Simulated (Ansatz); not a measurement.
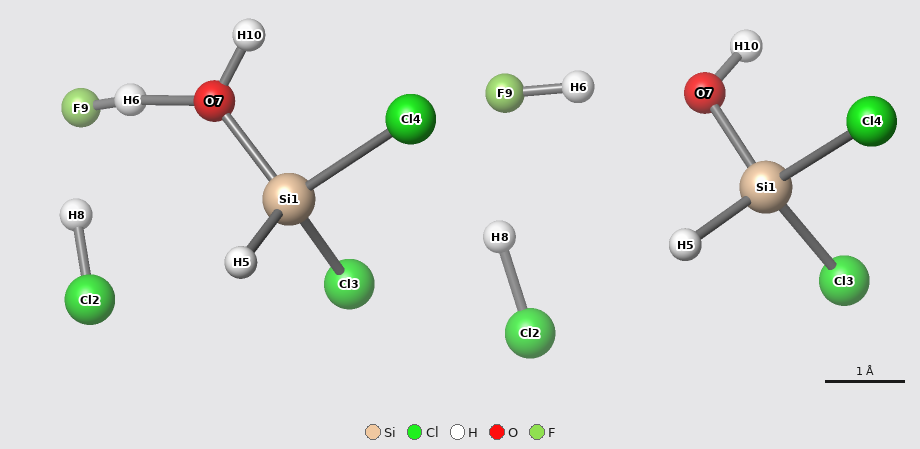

Two geometries of SiH4OCl3F (started from a transition state, displaced along its imaginary mode), drawn at one scale. One is the start of a relaxation, the other its converged end. A ball-and-stick model, seen at a tilt.

Theory: RKS PBE0-D4/def2-TZVP in Ansatz. (force threshold 0.005 eV/Å; at most 200 steps)

Which of the two is the end point?

Answer. The right one is the relaxed one. The largest move after the best rigid fit is that of H10, 1.05 Å. By element the largest moves are H 1.05 Å, F 0.88 Å, Cl 0.79 Å, O 0.45 Å, Si 0.28 Å. Some distances before and after: Si1–Cl2 2.991 → 3.889 Å, H6–O7 1.356 → 1.638 Å, H6–F9 0.805 → 0.947 Å, Cl2–H8 1.209 → 1.295 Å. Among the angles between lasting bonds that change: Si1–O7–H10 109.3° → 118.1°, H5–Si1–O7 114.5° → 106.5°, Cl4–Si1–O7 101.2° → 108.8°. Groups turn about Si1–O7 by about 55°. The energy falls by 40.6 kcal/mol in 29 accepted moves (34 points after the start). The largest force component goes from 14 to 0.0035 eV/Å. The line search rejected the trial steps at points 5, 8, 19, 23 of the run. 1 step only repeated the SCF at the same geometry. The run took 95 s on 8 threads of Arm Neoverse V2, with other jobs on the host.
